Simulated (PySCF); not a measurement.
```xyz
18

O     3.2651   -1.1610    0.5620
C     2.2882   -0.6640    0.0651
O     2.3667    0.1304   -1.0231
Si    0.4746   -0.8314    0.7003
C    -0.7407   -1.0859   -0.7327
C    -1.7499    0.0629   -0.5565
C    -1.0138    1.2887   -0.0076
C    -0.1995    0.8596    1.2233
H     3.3091    0.1863   -1.2606
H     0.4978   -1.8783    1.7607
H    -0.1816   -0.9657   -1.6756
H    -1.2154   -2.0778   -0.7602
H    -2.5289   -0.2394    0.1660
H    -2.2726    0.2958   -1.4983
H    -1.7121    2.1090    0.2257
H    -0.3244    1.6689   -0.7819
H     0.5696    1.5915    1.5108
H    -0.8602    0.7232    2.0971
```

Geometry: PBE0-D3(BJ)/def2-SVP.

These are results of wB97X-D/def2-SVPD, SCF density, gas phase (PySCF), not measurements.

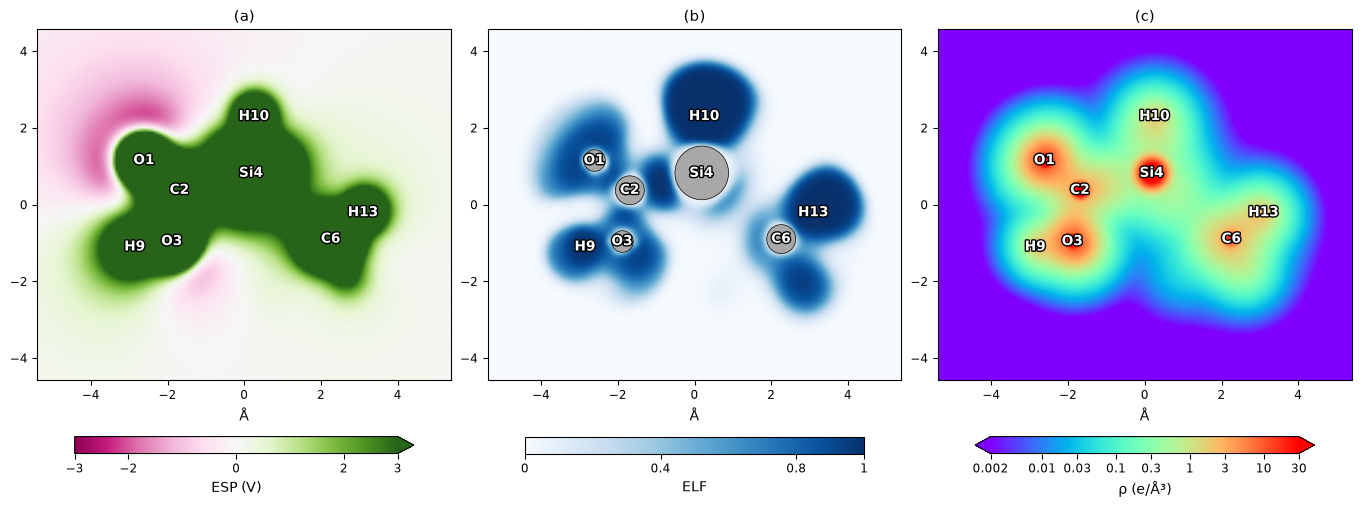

C5H10O2Si (SMILES O=C(O)[SiH]1CCCC1). (a) electrostatic potential; (b) ELF; (c) total electron density on the plane of atoms C2, O3 and H9. Grey discs cover the atomic cores in the ELF map.

**Interpret the plot.**

The plane passes through O, C, Si and H nuclei. C–O (1.20 Å): the density is about 3.4 e/Å³ at the midpoint; the ELF peaks at about 0.85 between the atoms: a multiple bond. O–H (0.97 Å): ρ at the midpoint is about 3.7 e/Å³; the ELF climbs to about 1 towards the hydrogen, as it does in any bond to H; a covalent bond by its length. C–O (1.35 Å): ρ is about 2.4 e/Å³ halfway, with its minimum of 2 e/Å³ about 0.5 Å from C; the ELF peaks at about 0.90 between the atoms: a shared but strongly polarised pair. C–H (1.10 Å): ρ at the midpoint is about 1.9 e/Å³; the ELF climbs to about 1 towards the hydrogen: an ordinary covalent bond to hydrogen. Si–H (1.49 Å): ρ at the midpoint is about 0.77 e/Å³; the ELF climbs to about 1 towards the hydrogen. The ELF also peaks beside O3 and O1, away from the bonds: lone-pair regions. Outside the dense part of the molecule the potential is most negative (−2.1 V) near O1.
